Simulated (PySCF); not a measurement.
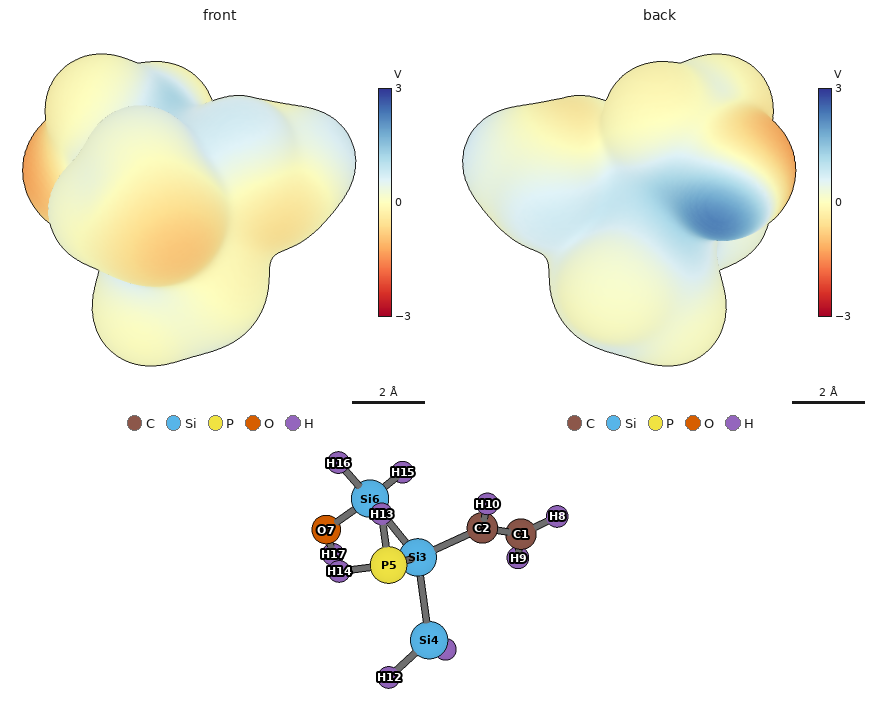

Figure 1: C2H10OPSi3 (doublet). The molecular electrostatic potential painted on the density surface at 0.001 e/bohr³, seen from the front and from behind; the colour scale runs from red (negative) to blue (positive). The bare structure is drawn below in the same view.

Geometry: GFN2-xTB.

These are results of UKS B3LYP, pcH-1 on C H O P Si, non-relativistic, mean-field spin-orbit, GIAO (PySCF), not measurements.

```yaml
atoms:
  - { symbol: C, position_ang: [2.4654, 1.1578, 0.1998] }
  - { symbol: C, position_ang: [1.5916, 0.7266, -0.6935] }
  - { symbol: Si, position_ang: [-0.2120, 0.2811, -0.2987] }
  - { symbol: Si, position_ang: [-1.0665, 1.9129, 1.0881] }
  - { symbol: P, position_ang: [-1.2720, 0.6947, -2.2645] }
  - { symbol: Si, position_ang: [-0.2226, -2.0236, 0.2422] }
  - { symbol: O, position_ang: [-1.5101, -2.3116, 1.2019] }
  - { symbol: H, position_ang: [3.4910, 1.3902, -0.0454] }
  - { symbol: H, position_ang: [2.1846, 1.3060, 1.2311] }
  - { symbol: H, position_ang: [1.9194, 0.6002, -1.7191] }
  - { symbol: H, position_ang: [-0.6403, 1.8843, 2.4993] }
  - { symbol: H, position_ang: [-2.5184, 2.1241, 1.1880] }
  - { symbol: H, position_ang: [-0.7135, -0.3829, -2.9239] }
  - { symbol: H, position_ang: [-2.3887, -0.0419, -1.9180] }
  - { symbol: H, position_ang: [1.0105, -2.3878, 0.9555] }
  - { symbol: H, position_ang: [-0.5001, -2.9884, -0.8193] }
  - { symbol: H, position_ang: [-1.6253, -1.9294, 2.0663] }
```

Q: Describe the electrostatic potential map.

A: The most negative region (about −1.3 V) lies over O7, the most positive (about +2.1 V) over H17. O7 is the likeliest acceptor of a hydrogen bond.
